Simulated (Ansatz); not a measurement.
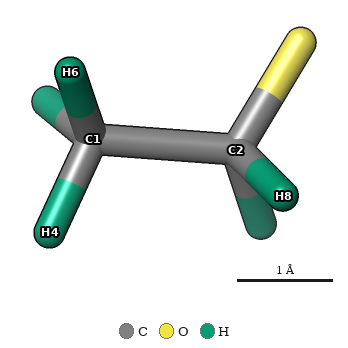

The input geometry (stick view, seen at a tilt; atoms are numbered from 1 in the order of the input). Bond lengths as drawn: C–C 1.53 Å, C–H 1.11 to 1.13 Å and C–O 1.34 Å.

Nudged elastic band of C$_{2}$H$_{5}$O

The run: nudged elastic band of C$_{2}$H$_{5}$O, multiplicity 2. Method and program: UKS PBE/def2-SVP (Ansatz 0.2.0).

One setting was made poor on purpose. It belongs to a series of runs on one base structure; here: band between the two ends. Figures and captions count atoms from 1; the log counts them from 0 in places.

## The input
```yaml
crystal:
  periodic: [false, false, false]
  atoms:
    - { symbol: C, position_ang: [-0.452096, 0.600664, -0.266893] }
    - { symbol: C, position_ang: [0.417354, -0.549833, 0.245009] }
    - { symbol: O, position_ang: [1.693173, -0.270341, 0.565985] }
    - { symbol: H, position_ang: [-1.48158, 0.258661, -0.499457] }
    - { symbol: H, position_ang: [-0.012356, 1.036962, -1.186359] }
    - { symbol: H, position_ang: [-0.513993, 1.405272, 0.493304] }
    - { symbol: H, position_ang: [0.416256, -1.418127, -0.484226] }
    - { symbol: H, position_ang: [-0.066759, -1.063258, 1.132637] }
magnetization:
  spin_polarized: true
  initial_magnetization: 1
basis:
  gaussian: { orbitals: def2-SVP }
hamiltonian:
  xc: pbe
neb:
  order_check: false
  images: 2
  f_tol: 0.05
  max_iterations: 60
  initial_path: idpp
  climbing: false
  final_atoms:
    - { symbol: C, position_ang: [-0.45315273, 0.59583429, -0.27623849] }
    - { symbol: C, position_ang: [0.41840507, -0.54526867, 0.25253364] }
    - { symbol: O, position_ang: [1.58924503, -0.77326022, -0.36884011] }
    - { symbol: H, position_ang: [-0.71609226, 0.41987174, -1.33884206] }
    - { symbol: H, position_ang: [0.09462121, 1.55806767, -0.21831018] }
    - { symbol: H, position_ang: [-1.39254584, 0.69193789, 0.30654952] }
    - { symbol: H, position_ang: [-0.15994518, -1.52072069, 0.28086997] }
    - { symbol: H, position_ang: [0.61946369, -0.426462, 1.36227771] }
```

Run as:
```bash
ansatz run input.yaml --threads 1 --pin off --max-ram 2048MiB --backend cpu --events-out ev --progress --plain --runs-dir out
```

## Output
```
Engine: ansatz 0.2.0, aarch64-unknown-linux-gnu
Functional definition: PBE
  parameter kappa = 0.804
  parameter beta = 0.06672455060314922
  exchange = pbe_x(kappa = kappa, mu = beta*pi^2/3)
  correlation = pbe_c(beta = beta)
749 factors; their error is unknown
mean field evaluation 1: about -4185.7705 eV, gradient 3.6e1 eV
mean field evaluation 2: about -4177.2351 eV, gradient 5.2e1 eV
mean field evaluation 4: about -4192.1181 eV, gradient 3.6e0 eV
mean field evaluation 8: about -4192.1741 eV, gradient 2.0e-1 eV
mean field evaluation 16: about -4192.1412 eV, gradient 1.6e-4 eV
mean field evaluation 32: about -4191.9162 eV, gradient 4.2e0 eV
mean field -4192.14121994 eV, -154.0583482974 hartree, gradient 2.4e-6 eV, S^2 0.752352; 3 other end points of the search recorded, 0 dependent functions left out
the calculation of the forces begins
reference -4192.14124446 eV, -154.0583491986 hartree; 13, 12 occupied and 54, 55 virtual orbitals, 749 factors
749 factors; their error is unknown
mean field evaluation 64: about -4192.1412 eV, gradient 1.3e-5 eV
mean field -4192.14121893 eV, -154.0583482602 hartree, gradient 1.3e-5 eV, S^2 0.752354; 3 other end points of the search recorded, 0 dependent functions left out
the calculation of the forces begins
reference -4192.14124354 eV, -154.0583491647 hartree; 13, 12 occupied and 54, 55 virtual orbitals, 749 factors
NEB end point (image 0): max|allowed force component| = 7.595e-3 eV/Å (the criterion of neb.relax_end_points is 1.000e-2)
NEB end point (image 3): max|allowed force component| = 7.048e-3 eV/Å (the criterion of neb.relax_end_points is 1.000e-2)
749 factors; their error is unknown
mean field evaluation 96: about -4191.3810 eV, gradient 6.1e0 eV
mean field -4192.01541798 eV, -154.0537251606 hartree, gradient 2.4e-5 eV, S^2 0.752407; 3 other end points of the search recorded, 0 dependent functions left out
the calculation of the forces begins
reference -4192.01544211 eV, -154.0537260475 hartree; 13, 12 occupied and 54, 55 virtual orbitals, 749 factors
749 factors; their error is unknown
mean field evaluation 128: about -4191.8880 eV, gradient 6.5e-1 eV
mean field -4192.01525553 eV, -154.0537191908 hartree, gradient 2.5e-5 eV, S^2 0.752407; 3 other end points of the search recorded, 0 dependent functions left out
the calculation of the forces begins
reference -4192.01527961 eV, -154.0537200756 hartree; 13, 12 occupied and 54, 55 virtual orbitals, 749 factors
NEB iter   1: max|band force component| = 1.044e0 eV/Å  barrier→ = 0.1260 eV  barrier← = 0.1260 eV  Δτ_max = 0.0403 Å  (288 SCF iters)
these checks for a lower state are left out or cut short: starts, cluster_reference, orbital_swaps, neighbouring_geometries, increment
749 factors; their error is unknown
mean field -4192.05827044 eV, -154.0552999595 hartree, gradient 1.8e-5 eV, S^2 0.752434; 0 other end points of the search recorded, 0 dependent functions left out
the calculation of the forces begins
reference -4192.05829453 eV, -154.0553008446 hartree; 13, 12 occupied and 54, 55 virtual orbitals, 749 factors
these checks for a lower state are left out or cut short: starts, cluster_reference, orbital_swaps, neighbouring_geometries, increment
749 factors; their error is unknown
mean field -4192.05816078 eV, -154.0552959296 hartree, gradient 1.8e-5 eV, S^2 0.752433; 0 other end points of the search recorded, 0 dependent functions left out
the calculation of the forces begins
reference -4192.05818480 eV, -154.0552968122 hartree; 13, 12 occupied and 54, 55 virtual orbitals, 749 factors
NEB iter   2: max|band force component| = 5.287e-1 eV/Å  barrier→ = 0.0831 eV  barrier← = 0.0831 eV  Δτ_max = 0.0195 Å  (71 SCF iters)
these checks for a lower state are left out or cut short: starts, cluster_reference, orbital_swaps, neighbouring_geometries, increment
749 factors; their error is unknown
mean field evaluation 160: about -4192.0680 eV, gradient 2.1e-5 eV
mean field -4192.06796002 eV, -154.0556560452 hartree, gradient 1.4e-5 eV, S^2 0.752442; 0 other end points of the search recorded, 0 dependent functions left out
the calculation of the forces begins
reference -4192.06798413 eV, -154.0556569311 hartree; 13, 12 occupied and 54, 55 virtual orbitals, 749 factors
these checks for a lower state are left out or cut short: starts, cluster_reference, orbital_swaps, neighbouring_geometries, increment
749 factors; their error is unknown
mean field -4192.06788994 eV, -154.0556534696 hartree, gradient 1.6e-5 eV, S^2 0.752441; 0 other end points of the search recorded, 0 dependent functions left out
the calculation of the forces begins
reference -4192.06791399 eV, -154.0556543535 hartree; 13, 12 occupied and 54, 55 virtual orbitals, 749 factors
NEB iter   3: max|band force component| = 6.910e-2 eV/Å  barrier→ = 0.0733 eV  barrier← = 0.0733 eV  Δτ_max = 0.0062 Å  (74 SCF iters)
these checks for a lower state are left out or cut short: starts, cluster_reference, orbital_swaps, neighbouring_geometries, increment
749 factors; their error is unknown
mean field -4192.06824189 eV, -154.0556664037 hartree, gradient 1.7e-5 eV, S^2 0.752444; 0 other end points of the search recorded, 0 dependent functions left out
the calculation of the forces begins
reference -4192.06826597 eV, -154.0556672884 hartree; 13, 12 occupied and 54, 55 virtual orbitals, 749 factors
these checks for a lower state are left out or cut short: starts, cluster_reference, orbital_swaps, neighbouring_geometries, increment
749 factors; their error is unknown
mean field -4192.06818013 eV, -154.0556641339 hartree, gradient 1.9e-5 eV, S^2 0.752443; 0 other end points of the search recorded, 0 dependent functions left out
the calculation of the forces begins
reference -4192.06820414 eV, -154.0556650163 hartree; 13, 12 occupied and 54, 55 virtual orbitals, 749 factors
749 factors; their error is unknown
mean field evaluation 192: about -4192.1011 eV, gradient 1.5e-1 eV
mean field evaluation 224: about -4191.7883 eV, gradient 1.5e0 eV
mean field -4192.06824189 eV, -154.0556664037 hartree, gradient 1.7e-5 eV, S^2 0.752444; 4 other end points of the search recorded, 0 dependent functions left out
the calculation of the forces begins
reference -4192.06826597 eV, -154.0556672884 hartree; 13, 12 occupied and 54, 55 virtual orbitals, 749 factors
749 factors; their error is unknown
mean field evaluation 256: about -4191.7138 eV, gradient 1.6e-1 eV
mean field -4192.06818013 eV, -154.0556641339 hartree, gradient 1.9e-5 eV, S^2 0.752443; 4 other end points of the search recorded, 0 dependent functions left out
the calculation of the forces begins
reference -4192.06820414 eV, -154.0556650163 hartree; 13, 12 occupied and 54, 55 virtual orbitals, 749 factors
NEB iter   4: max|band force component| = 2.174e-2 eV/Å  barrier→ = 0.0730 eV  barrier← = 0.0730 eV  Δτ_max = 0.0000 Å  (205 SCF iters)
```

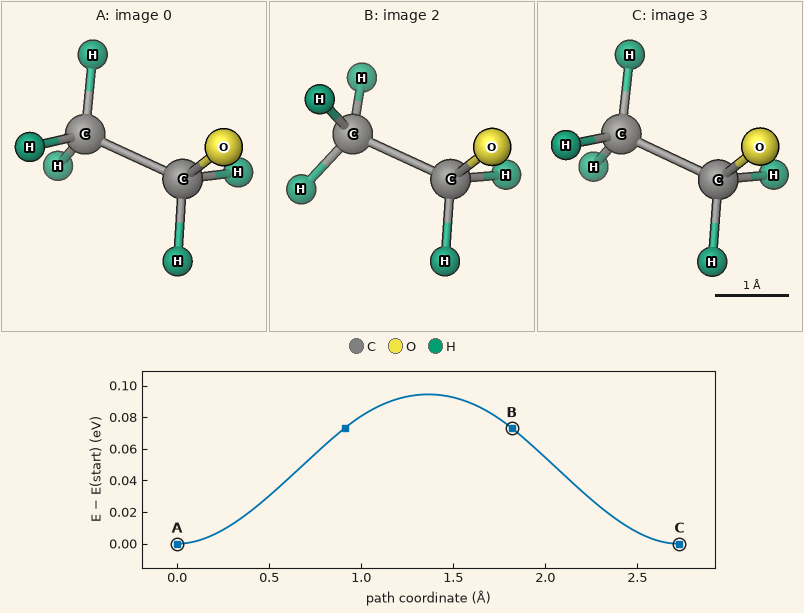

Images of the last band (counted from 0; ball-and-stick, seen at a tilt) above the energy along the path; the line is a cubic interpolation that uses the forces. The highest image is number 2, 0.073 eV above the start and 0.073 eV above the end; start and end have the same energy. The path is 2.73 Å long. The band converged in 4 iterations.

```
Total energy: -4192.06820414 eV, -154.0556650163 hartree
Atom 0 at    -0.459171     0.607499    -0.255487 Å, force     0.001687     0.000086     0.001431 eV/Å
Atom 1 at     0.418045    -0.559997     0.229537 Å, force     0.010305    -0.012130    -0.022511 eV/Å
Atom 2 at     1.684035    -0.622194    -0.216238 Å, force    -0.017479    -0.018650    -0.018258 eV/Å
Atom 3 at    -1.133102     0.303582    -1.081587 Å, force     0.022456     0.010970    -0.032698 eV/Å
Atom 4 at     0.204996     1.409215    -0.633458 Å, force     0.001336     0.028327     0.030873 eV/Å
Atom 5 at    -1.087961     1.024025     0.556953 Å, force    -0.035006    -0.020906    -0.006826 eV/Å
Atom 6 at    -0.078012    -1.560483     0.037832 Å, force    -0.020324    -0.006176     0.039461 eV/Å
Atom 7 at     0.451169    -0.601647     1.362448 Å, force     0.037025     0.018479     0.008528 eV/Å
Dipole moment:    -0.402233    -0.002480     0.158683 e Å
this run last wrote the band of iteration 4 to [file]
```

## The last band as extended XYZ (Å, eV, eV/Å)
```
8
Properties=species:S:1:pos:R:3:forces:R:3 image=0 energy=-4192.14122
C    -0.4521    0.6007   -0.2669   -0.0030  -0.0008  -0.0008
C     0.4174   -0.5498    0.2450   -0.0021   0.0076  -0.0018
O     1.6932   -0.2703    0.5660   -0.0015  -0.0015  -0.0004
H    -1.4816    0.2587   -0.4995    0.0019   0.0005   0.0005
H    -0.0124    1.0370   -1.1864    0.0006   0.0006   0.0015
H    -0.5140    1.4053    0.4933    0.0012   0.0001  -0.0010
H     0.4163   -1.4181   -0.4842    0.0019  -0.0035   0.0000
H    -0.0668   -1.0633    1.1326    0.0010  -0.0030   0.0021
8
Properties=species:S:1:pos:R:3:forces:R:3 image=1 energy=-4192.06824
C    -0.4597    0.6059   -0.2582    0.0009  -0.0010  -0.0014
C     0.4205   -0.5525    0.2428    0.0181   0.0095   0.0162
O     1.7538   -0.4147    0.1491   -0.0084   0.0089   0.0302
H    -1.3493    0.2458   -0.8131   -0.0279   0.0002   0.0306
H     0.1472    1.2371   -0.9364   -0.0119  -0.0112  -0.0386
H    -0.8174    1.2442    0.5747    0.0289   0.0293   0.0000
H     0.1412   -1.5264   -0.2671    0.0289  -0.0028  -0.0295
H     0.1637   -0.8395    1.3083   -0.0287  -0.0330  -0.0075
8
Properties=species:S:1:pos:R:3:forces:R:3 image=2 energy=-4192.06818
C    -0.4592    0.6075   -0.2555    0.0017   0.0001   0.0014
C     0.4180   -0.5600    0.2295    0.0103  -0.0121  -0.0225
O     1.6840   -0.6222   -0.2162   -0.0175  -0.0186  -0.0183
H    -1.1331    0.3036   -1.0816    0.0225   0.0110  -0.0327
H     0.2050    1.4092   -0.6335    0.0013   0.0283   0.0309
H    -1.0880    1.0240    0.5570   -0.0350  -0.0209  -0.0068
H    -0.0780   -1.5605    0.0378   -0.0203  -0.0062   0.0395
H     0.4512   -0.6016    1.3624    0.0370   0.0185   0.0085
8
Properties=species:S:1:pos:R:3:forces:R:3 image=3 energy=-4192.14122
C    -0.4490    0.6105   -0.2497   -0.0060   0.0016   0.0041
C     0.4146   -0.5588    0.2279    0.0012  -0.0061   0.0005
O     1.5099   -0.8585   -0.4928   -0.0023   0.0017   0.0025
H    -0.8187    0.4222   -1.2779    0.0001   0.0012   0.0026
H     0.1458    1.5459   -0.2703   -0.0015  -0.0024   0.0003
H    -1.3239    0.7662    0.4148    0.0059   0.0002  -0.0070
H    -0.2031   -1.5040    0.3376    0.0028   0.0050   0.0009
H     0.7245   -0.4235    1.3104   -0.0002  -0.0012  -0.0038
```

## Summary

| quantity | value |
| --- | --- |
| outcome | converged |
| barrier, forward | 0.073 eV |
| barrier, backward | 0.073 eV |
| hardware | 1 thread of Arm Neoverse V1, 24 GiB of memory available, shared host |
| wall time | 37 s |
| peak memory | 0.13 GiB |

A deliberately poor setting: few images. The order of the saddle point was not checked.
